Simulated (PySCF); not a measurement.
## A study: (NaOH)4 cube (H₄Na₄O₄)

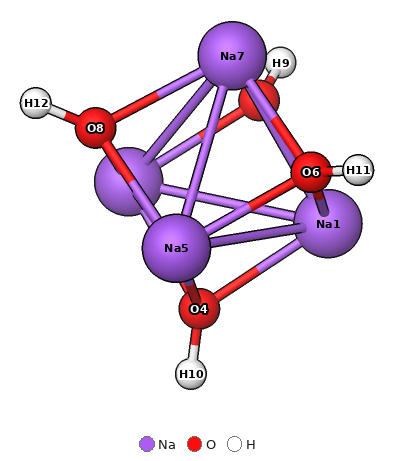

The molecule, with its atoms numbered as below. No frequency check shows the geometry to be a minimum.

Geometry (Å), atoms numbered from 1:

```
Na1      1.3358   -0.6154   -1.0402
O2       0.6603    1.4457   -1.1216
Na3     -1.3358    0.6154   -1.0402
O4      -0.6603   -1.4457   -1.1216
Na5     -0.6142   -1.3356    1.0406
O6       1.4463   -0.6582    1.1215
Na7      0.6142    1.3356    1.0406
O8      -1.4463    0.6582    1.1215
H9       0.9892    2.1607   -1.6822
H10     -0.9892   -2.1607   -1.6822
H11      2.1629   -0.9897    1.6785
H12     -2.1629    0.9897    1.6785
```

Part 1: Bonding charge

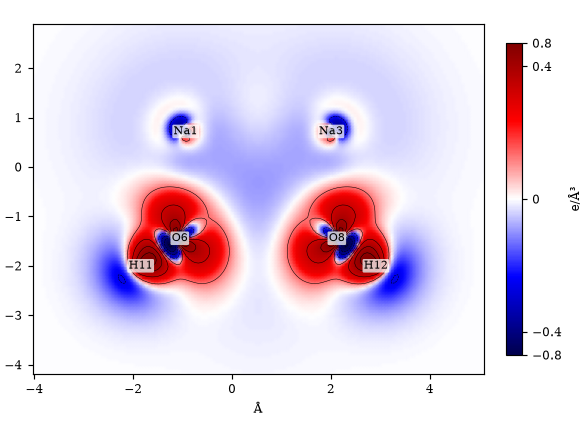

Deformation density (molecule less spherical, spin-averaged free atoms) in the plane of Na1, Na3, O6, O8, H11 and H12; colour scale in e/Å³, logarithmic beyond ±0.1; red: gain, blue: loss.

Method: BP86/def2-SVPD; geometry: GFN2-xTB; program: PySCF.

> Describe the bonding that the map shows.

O6–H11 and O8–H12: +0.75 e/Å³ at the bond critical point (bond length 0.97 Å). Na1–O6 and Na3–O8: +0.01 e/Å³ at the bond critical point (bond length 2.17 Å). In all, 2.8 electrons gather in the regions of gain relative to the promolecule. A small or negative value marks a very polar bond, one between electron-rich atoms, whose free-atom densities already overlap strongly, a long bond to a heavier atom, or a closed-shell contact such as a hydrogen bond.

> Where do the Hirshfeld charges lie?

The highest Hirshfeld charge is on Na1, Na3, Na5 and Na7 (+0.41 e), the lowest on O2, O4, O6 and O8 (−0.49 e).

Part 2: Bond critical points

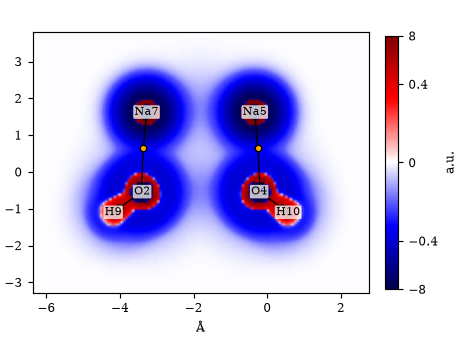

Negative Laplacian of the density (−∇²ρ) in the plane of O2, O4, Na5, Na7, H9 and H10 (red positive, blue negative, colour scale in a.u., logarithmic beyond ±0.04), with bond paths and bond critical points (dots).

> At which bond critical points in this plane is charge locally concentrated, and at which depleted?

Concentrated (∇²ρ < 0): O2–H9 and O4–H10 (−1.87 a.u.). Depleted (∇²ρ > 0): O4–Na5 and O2–Na7 (+0.20 a.u., H = +0.008).

> Where along O2–H9 does the critical point lie?

0.77 Å from O2 and 0.20 Å from H9.

Part 3: Local ionisation energy

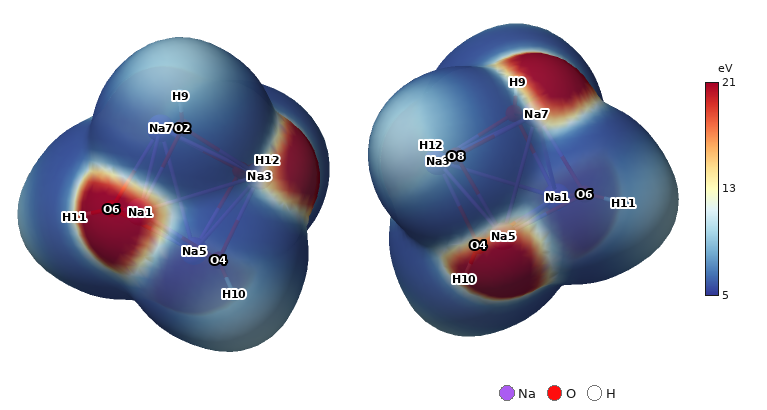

Average local ionisation energy on the surface of electron density 0.001 a.u. (back view left, front view right).

> Where are the most loosely bound electrons on this surface?

The lowest value is 5.9 eV, off the O4–H10 bond (2.1 to 2.3 Å from its atoms), and at like points elsewhere. For comparison, the highest occupied orbital lies at −4.8 eV.

> What volume does the surface enclose, and what is the dipole moment?

About 150 Å³; the dipole moment is 0.0 D.

Part 4: Localised orbitals

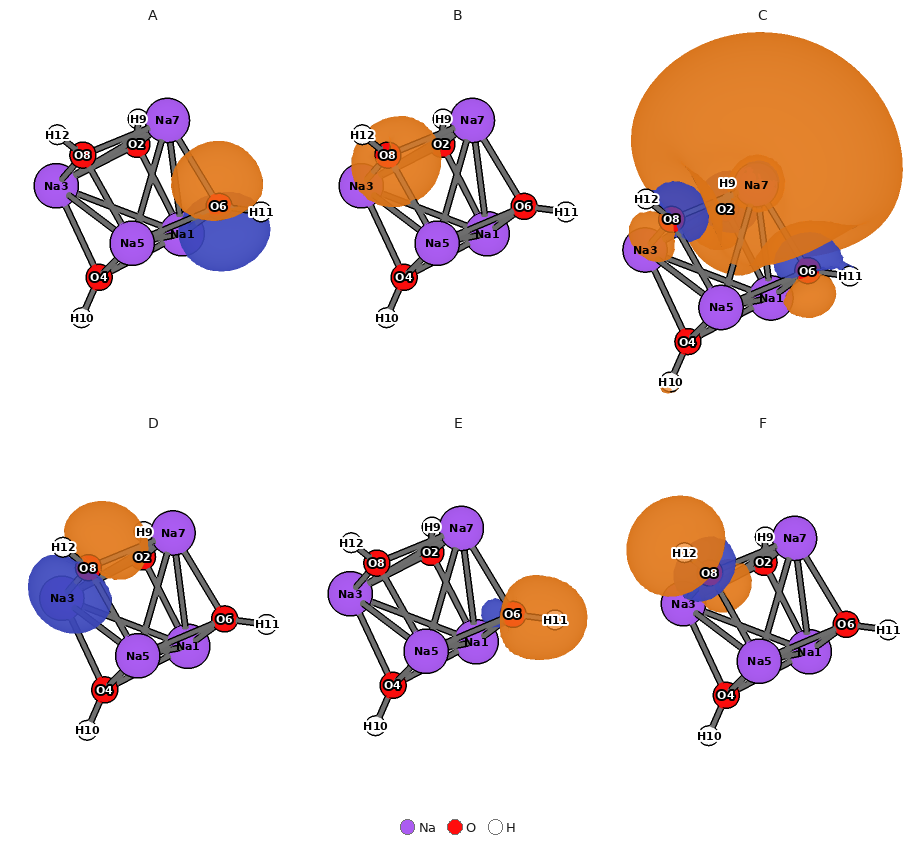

Intrinsic bond orbitals (IBO), occupied and valence-virtual; each surface holds about 85 % of the orbital's density. Energies are diagonal elements of the Fock matrix.

Method: PBE/def2-SVPD; geometry: GFN2-xTB; program: PySCF.

> Identify each orbital.

By panel:
- A: lone pair on O6 (p-type) (O6 97 %; −5.1 eV)
- B: lone pair on O8 (sp0.4-type) (O8 96 %; −14.1 eV)
- C: empty orbital on Na7 (Na7 89 %, O6 4 %, O2 4 %; 1.1 eV)
- D: lone pair on O8 (p-type) (O8 97 %; −5.1 eV)
- E: σ bond O6–H11 (O6 66 %, H11 34 %; −15.6 eV)
- F: σ* orbital H12–O8, mostly on H12 (H12 66 %, O8 34 %; 7.6 eV)
